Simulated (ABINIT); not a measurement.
Band structure of CdO (Fm-3m, 2 atoms in the cell).

```yaml
crystal:
  lattice:
    - [0.00000, 2.34801, 2.34801]
    - [2.34801, 0.00000, 2.34801]
    - [2.34801, 2.34801, 0.00000]
  atoms:
    - { symbol: Cd, position: [0.00000, 0.00000, 0.00000] }
    - { symbol: O, position: [0.50000, 0.50000, 0.50000] }
```

Level of theory: PBE, PAW (JTH v2.0 PBE PAW) (plane waves; ABINIT 10.0.3).

Settings: pseudos = [Cd.GGA_PBE-JTH.xml, O.GGA_PBE-JTH.xml]; ecut = 48 Ry; pawecutdg = 96 Ry; pawxcdev = 0; occopt = 7; tsmear = 0.1 eV; ngkpt = 10 10 10; nshiftk = 1; shiftk = 0 0 0; potentials = JTH v2.0 PBE PAW; kptopt = 1; nstep = 60; tolvrs1 = 1e-12.

The starting cell comes from a database of computed structures (which also holds hypothetical and non-ambient phases and stackings), without a prior relaxation at this level. Its lattice was rescaled by a random factor within 2.5 % of one. The run gives no clean gap (levels at the Fermi energy touch, overlap or are partly filled at this smearing), which alone does not show that the compound is a metal.

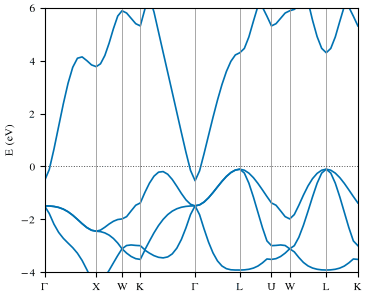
Figure: Bands along the path, energies from the Fermi level.

Levels in eV from the Fermi level, bands 6 to 13:
| point | 6 | 7 | 8 | 9 | 10 | 11 | 12 | 13 |
|---|---|---|---|---|---|---|---|---|
| Γ | -6.52 | -1.50 | -1.50 | -1.50 | -0.54 | 14.47 | 16.52 | 16.93 |
| X | -5.81 | -4.46 | -2.46 | -2.46 | 3.77 | 8.40 | 11.15 | 13.19 |
| W | -5.92 | -3.12 | -3.12 | -1.99 | 5.89 | 8.80 | 8.80 | 10.63 |
| K | -6.11 | -3.52 | -3.00 | -1.39 | 5.32 | 8.50 | 8.50 | 12.79 |
| L | -6.27 | -3.93 | -0.11 | -0.11 | 4.30 | 7.20 | 11.75 | 11.75 |
| U | -6.11 | -3.52 | -3.00 | -1.39 | 5.32 | 8.50 | 8.50 | 12.79 |

Bands cross the Fermi level along this path, so the cell is metallic at this level.
